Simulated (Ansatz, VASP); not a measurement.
# NaOs in two plane-wave programs, part 2 of 2

One calculation is typed for both programs; each brings its own data sets. How far apart do they land? The cell is invented: As first built, before any earlier steps moved the atoms (in the runner's words): it takes the NaPt structure with some of its atoms replaced by other elements, volume scaled by an estimate. It may not be a known or stable phase. The cell is taken from a series of VASP runs on this material, whose earlier steps may have relaxed, scaled or displaced it; both programs get it as it stands. Valence electrons are named where the data sets of a main pair hold unlike numbers.

VASP 6.6.1 and Ansatz 0.2.0.

So far. Step 2 (VASP: band structure, PBE, spin-orbit coupling): The run ends at a pressure of 0.30 GPa, with forces up to 0.0093 eV/Å.

## 3. Ansatz: band structure, PBE, spin-orbit coupling

Level of this step: Ansatz beside VASP: Kohn-Sham DFT, plane waves, PBE, spin-orbit coupling (Ansatz).

Ansatz runs on its fully relativistic PAW (standard-fr) files.

The same cell, functional, mesh and smearing now go to Ansatz, which takes its cutoff from its data sets.

input.yaml reads:

```yaml
crystal:
  lattice:
    - [5.238808362, 0.0, 0.0]
    - [0.0, 1.3483927934, 2.3330862073]
    - [0.0, -1.3483927934, 2.3330862073]
  atoms:
    - { symbol: Os, position: [0.5, 0.3311245757, 0.3311245757] }
    - { symbol: Na, position: [0.0, 0.6685079653, 0.6685079653] }
hamiltonian:
  xc: pbe
  pseudopotentials: { kind: paw_fr }
magnetization:
  noncollinear: true
  spin_orbit: true
kpoints:
  mp_grid: { grid: [4, 9, 9] }
  band_path:
    path:
      - [0.0, 0.0, 0.0]
      - [0.0, 0.1334, -0.1334]
      - [0.0, 0.28904, -0.28904]
      - [0.0, 0.2668, -0.3668]
      - [0.0, 0.11117, -0.4445]
      - [0.0, 0.0, -0.5]
      - [-0.23333, 0.0, -0.5]
      - [-0.46667, 0.0, -0.5]
      - [-0.5, 0.08893, -0.4556]
      - [-0.5, 0.24457, -0.3779]
      - [-0.5, 0.31127, -0.31127]
      - [-0.5, 0.15564, -0.15564]
      - [-0.5, 0.0, 0.0]
      - [-0.33333, 0.0, 0.0]
      - [-0.1, 0.0, 0.0]
      - [0.0, -0.06667, -0.06667]
      - [0.0, -0.3, -0.3]
      - [0.0, -0.5, -0.5]
      - [0.0, -0.4334, -0.5666]
      - [0.0, -0.3557, -0.6443]
      - [-0.1, -0.3335, -0.6665]
      - [-0.33333, -0.3335, -0.6665]
      - [-0.5, -0.3335, -0.6665]
      - [-0.5, -0.4112, -0.5888]
      - [-0.5, -0.4889, -0.5111]
      - [-0.36667, -0.5, -0.5]
      - [-0.13333, -0.5, -0.5]
      - [-0.5, -0.03333, -0.03333]
      - [-0.5, -0.26667, -0.26667]
      - [-0.5, -0.5, -0.5]
    npoints: 1
scf:
  occupations: { method: methfessel_paxton, width: 0.2 }
  n_extra_bands: 14
output:
  forces: true
  stress: true
  eigenvalues: true
  write_density: true
  write_potential: true
  elf: true
  volumetric_format: npy
```

Command:

```console
$ ansatz run input.yaml --threads 2 --pin off --max-ram 4608MiB --backend cpu --events-out ev --progress --plain --runs-dir out
```

Numbers of over 12 decimals in the logs are rounded to 6 here.

What it wrote:

```text
scf.n_extra_bands = 14 over 25 filled bands (N_el = 25.0): the run solves 39 bands
Engine: ansatz 0.2.0, aarch64-unknown-linux-gnu
Pseudopotentials: kind: paw_fr
Pseudopotential: Os, paw_fr, valence charge 16, recommended cutoff 420 eV (normal), Os.paw.azcp#standard-fr
Pseudopotential: Na, paw_fr, valence charge 9, recommended cutoff 420 eV (normal), Na.paw.azcp#standard-fr
Functional definition: PBE
  parameter kappa = 0.804
  parameter beta = 0.066725
  exchange = pbe_x(kappa = kappa, mu = beta*pi^2/3)
  correlation = pbe_c(beta = beta)
non-collinear run that drives no moment, with spin-orbit: no starting moment large enough to seed its density (crystal.atoms[].spin), no starting occupations that ask for one, no magnetisation constraint and no magnetic field, so the semilocal B_xc is pinned to zero
Crystal: 2 atoms, lattice volume = 32.962 Å³
Basis set: ecut = 420 eV, 659 PW (Γ), exchange–correlation on 72×40×40 points (8 copies of the dense FFT grid, shifted against one another)
Bands: 39, of which v1, the nominal top of the filled ones, is band 25 counted from 1 (24 counted from 0)
Symmetry: 4 space group operations + 4 with time reversal
Magnetic group: BNS 38.188 (UNI 286), of the structure as read, at distance tolerance 3.2e-5 Å
k-points: 75 of 324 (time reversal used)
Projection manifold: j_resolved (fully-relativistic pseudo-atomic orbitals)
Non-local potential: Os, projectors of the file, l = 0: 3, l = 1: 4, l = 2: 4, l = 3: 2
Non-local potential: Na, projectors of the file, l = 0: 3, l = 1: 4, l = 2: 2
PAW form: soft (Blöchl's): semilocal exchange-correlation on the pseudo side does not see the compensation charge
PAW one-centre angular grid: Os, 590 points (default); XC on 64 Gauss nodes
PAW one-centre angular grid: Na, 110 points (default); XC on 185 of its mesh's 2595 points in the sphere
Initial density: superposition of atomic densities (chi_scale 0.1, normalization cell, long waves kept (reshape's long-wave potential 0.02 eV rms))
Initial wavefunctions: pseudopotential atomic-orbital guess
Functional: x = pbe(κ = 0.804, μ = 0.219515), c = pbe(β = 0.066725)
SCF iter   1: F=—  HF=-12901.071387 eV  |F-HF|=—  |Δ(HF+E_count)|=         —  Δρ=1.25e-1  dr2=1.17e1  dr2_m=0.00e0 (ungated)  ethr=3.10e-3  |M|=0.00e0 ∫|m|=0.00e0 μB  |m|>n=0.0e0 m-floor=0.0e0 τ_xc=0.0e0  β_m=0.30  ⟨swp⟩=7.2  Hψ=14257  notcnv=0  defer=91
preconditioner: auto → none  [metal: Δε(μ)=0.016 eV  Ē_g=9.754 eV  σ=0.200 eV  W_gap=0.07  n_scr=4 (ndim 8)  ℏωp=19.4 eV  f_vac=0.000  D(μ)=1.35/eV (n_scr^D=10)  sad-step TF]
SCF iter   2: F=—  HF=-12899.672503 eV  |F-HF|=—  |Δ(HF+E_count)|=    1.40e0  S|Δr|=    0.00e0  Δρ=7.16e-2  dr2=4.29e0  dr2_m=0.00e0 (ungated)  ethr=3.10e-3  |M|=0.00e0 ∫|m|=0.00e0 μB  |m|>n=0.0e0 m-floor=0.0e0 τ_xc=0.0e0  β_m=0.50  ⟨swp⟩=2.7  Hψ=5300  notcnv=0  defer=447
SCF iter   3: F=—  HF=-12898.880438 eV  |F-HF|=—  |Δ(HF+E_count)|=   7.92e-1  S|Δr|=    0.00e0  Δρ=1.59e-2  dr2=5.77e-2  dr2_m=0.00e0 (ungated)  ethr=3.10e-3  |M|=0.00e0 ∫|m|=0.00e0 μB  |m|>n=0.0e0 m-floor=0.0e0 τ_xc=0.0e0  β_m=0.55  ⟨swp⟩=3.2  Hψ=4954  notcnv=0  defer=429
SCF iter   4: F=—  HF=-12898.874071 eV  |F-HF|=—  |Δ(HF+E_count)|=   6.37e-3  S|Δr|=    0.00e0  Δρ=4.62e-3  dr2=7.51e-3  dr2_m=0.00e0 (ungated)  ethr=2.31e-4  |M|=0.00e0 ∫|m|=0.00e0 μB  |m|>n=0.0e0 m-floor=0.0e0 τ_xc=0.0e0  β_m=0.61  ⟨swp⟩=2.5  Hψ=5138  notcnv=0  defer=423
SCF iter   5: F=—  HF=-12898.874540 eV  |F-HF|=—  |Δ(HF+E_count)|=   4.69e-4  S|Δr|=    0.00e0  Δρ=1.20e-3  dr2=4.00e-4  dr2_m=0.00e0 (ungated)  ethr=3.00e-5  |M|=0.00e0 ∫|m|=0.00e0 μB  |m|>n=0.0e0 m-floor=0.0e0 τ_xc=0.0e0  β_m=0.72  ⟨swp⟩=1.8  Hψ=2828  notcnv=0  defer=423
SCF iter   6: F=—  HF=-12898.874709 eV  |F-HF|=—  |Δ(HF+E_count)|=   1.69e-4  S|Δr|=    0.00e0  Δρ=1.87e-4  dr2=2.45e-5  dr2_m=0.00e0 (ungated)  ethr=1.60e-6  |M|=0.00e0 ∫|m|=0.00e0 μB  |m|>n=0.0e0 m-floor=0.0e0 τ_xc=0.0e0  β_m=0.77  ⟨swp⟩=2.6  Hψ=3724  notcnv=0  defer=423
SCF iter   7: F=—  HF=-12898.874707 eV  |F-HF|=—  |Δ(HF+E_count)|=   2.63e-6  S|Δr|=    0.00e0  Δρ=4.71e-5  dr2=3.52e-7  dr2_m=0.00e0 (ungated)  ethr=9.82e-8  |M|=0.00e0 ∫|m|=0.00e0 μB  |m|>n=0.0e0 m-floor=0.0e0 τ_xc=0.0e0  β_m=0.67  ⟨swp⟩=1.9  Hψ=2883  notcnv=0  defer=423
SCF iter   8: F=-12898.874706 eV  HF=-12898.874706 eV  |F-HF|=6.73e-9  |Δ(HF+E_count)|=   1.65e-7  S|Δr|=    0.00e0  Δρ=9.36e-6  dr2=1.39e-8  dr2_m=0.00e0 (ungated)  ethr=4.00e-10  |M|=0.00e0 ∫|m|=0.00e0 μB  |m|>n=0.0e0 m-floor=0.0e0 τ_xc=0.0e0  ⟨swp⟩=14.0  Hψ=20478  notcnv=0
SCF 1 converged in 8 iterations: F = -12898.874706 eV  dr2 = 1.39e-8
  greatest PAW one-centre occupation: 1.000 electrons in one spin orbital (limit 2), on the Os atom at site 0 (counted from 0), in its partial waves of l = 0
NSCF: frozen V_eff on 30 k-points
SCF converged after 8 iterations
Stability not checked: this state was not tested for a lower state beside it, because cold or Methfessel-Paxton smearing, or corrected tetrahedra, fill the levels in a way that the test cannot read (fill_not_monotonic; see scf.lower_state_search)
Magnetization: |M| = 0.0000 μB,  M = (+0.0000, +0.0000, +0.0000) μB
Absolute magnetization: 0.0000 μB (∫|m|)
  site 0: m = (+0.0000, +0.0000, +0.0000) μB, |m| = 0.0000 μB  (R = 1.11 Å)
  site 1: m = (+0.0000, +0.0000, +0.0000) μB, |m| = 0.0000 μB  (R = 1.11 Å)
Free energy (F): -12898.874706 eV
Harris-Foulkes:  -12898.874706 eV  (|F-HF|=6.73e-9)
Internal energy: -12898.874076 eV  (E = F + TS)
E sigma→0 (E₀):  -12898.874549 eV
Entropy (-TS):   -0.000631 eV (-0.315 meV/atom)
Fermi energy:    13.788289 eV
Step filling:    the computed levels leave a gap of 0.0033 eV = 0.0 smearing widths at the electron count; against every level under it full and every level over it empty, smearing changes F+E_penalty+E_count by -5.686 meV and its σ→0 estimate by -5.528 meV
--- Per-component energies (eV) ---
  E_band       = -381.991281
  E_kinetic    = 681.286846
  E_local      = -2405.846076  (includes V_loc(G=0)·N_el)
  E_nonlocal   = 105.920051
  E_hartree    = 907.418087
  E_xc         = -304.855677
  E_vxc        = -333.119682  (∫ρ·V_xc dr)
  E_paw        = -9297.610831  (= ΣΔE_a)
  E_vpaw       = -245.067121  (= ΣTr[D̂ρ^β])
  E_aug_tail   = -0.000106  (compensation charges beyond the density's cutoff)
  E_ewald      = -2585.186370
  E_smearing   = -0.000631  (= −TS)
  E_closure    = 0.000000  (closes the sum)
  Σ components = -12898.874706   (vs F -12898.874706, Δ=0.00e0)
--- Forces (eV/Å), atoms counted from 1 ---
  atom   1  Os     0.00000000     0.00000000     0.00899008
  atom   2  Na     0.00000000     0.00000000    -0.00899020
  max |Σ_I F_I| component: 1.14e-7 eV/Å
--- Stress (GPa, compression-positive) ---
        0.855435       0.000000       0.000000
        0.000000       0.555251       0.000000
        0.000000       0.000000       0.472618
  P = ⅓ Tr σ = 0.6278 GPa (6.278 kbar)
--- Band table (eV; the first three rows and the last of 75) ---
  k-point 0: bands = [... 21 lower, 11.5178, 12.4301, 12.4301, 13.1967, 13.1967, 14.7785, 14.7785, 15.3945, ... 10 higher]
  k-point 1: bands = [... 21 lower, 11.4079, 12.4867, 12.4867, 12.6344, 12.6346, 14.8983, 14.8985, 15.8181, ... 10 higher]
  k-point 2: bands = [... 21 lower, 11.1793, 11.5252, 11.5252, 13.7130, 13.7131, 14.6782, 14.6784, 16.8828, ... 10 higher]
  k-point 74: bands = [... 21 lower, 12.6990, 13.4690, 13.4974, 14.1733, 14.1996, 16.9206, 16.9242, 18.3708, ... 10 higher]
```

The job ended after 27 s (2 threads of Arm Neoverse N1, shared host; peak memory 0.49 GiB; 54 s of CPU time).

## 4. Side by side

Known differences besides the potentials themselves: spin-orbit coupling enters by fully relativistic files in Ansatz and inside the spheres in VASP; the data sets hold 25 valence electrons in Ansatz (on its fully relativistic PAW (standard-fr) files) and 15 in VASP; the cutoff is 420 eV in Ansatz and 400 eV in VASP. Total energies have different zeros and are not compared.

The two programs side by side:

| quantity | Ansatz | VASP | difference |
| --- | --- | --- | --- |
| pressure (GPa) | 0.63 | 0.30 | +0.33 |

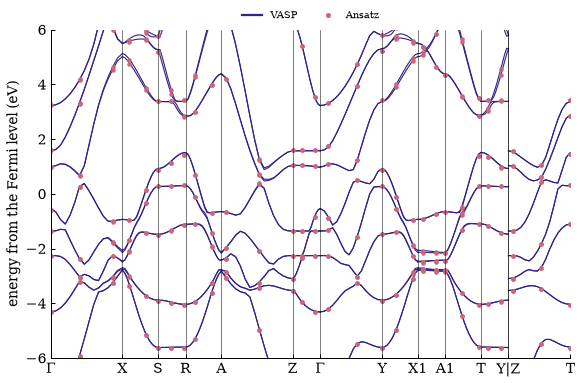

Bands from VASP (lines) and levels from Ansatz (dots). Dots without a line are higher empty bands that the VASP plot leaves out.

Levels from 3 eV below to 2 eV above the Fermi level differ by 23 meV r.m.s. and 70 meV at most; each VASP level is matched to the nearest of Ansatz, which flatters the figure a little.

## 5. What came out

| Quantity | Value |
| --- | --- |
| r.m.s. difference of levels near the Fermi level (band structure, PBE, spin-orbit coupling) | 23 meV |

What this shows: The r.m.s. difference of levels near the Fermi level is 23 meV (band structure, PBE, spin-orbit coupling), within the 80 meV picked in this series as the mark of a large difference. The data sets hold unlike numbers of valence electrons (25 in Ansatz and 15 in VASP), so part of the differences comes from the potentials. 4 further runs of this series are not shown here. Such differences can come from data sets, numerical settings and the points named under the comparisons, not from the functional's error against experiment.

[Lines on the potential files, build, host, timing and source positions are cut from VASP's logs without a mark.]

[Logs are printed without paths, hosts, clocks, repeated set-up lines and the standing remarks that a program may print on its own settings, such as how far it seeks lower states.]

[Hosts, paths, dates, database ids (printed as entryN), source tags and the programs' standing remarks are cut or masked in the printed files.]
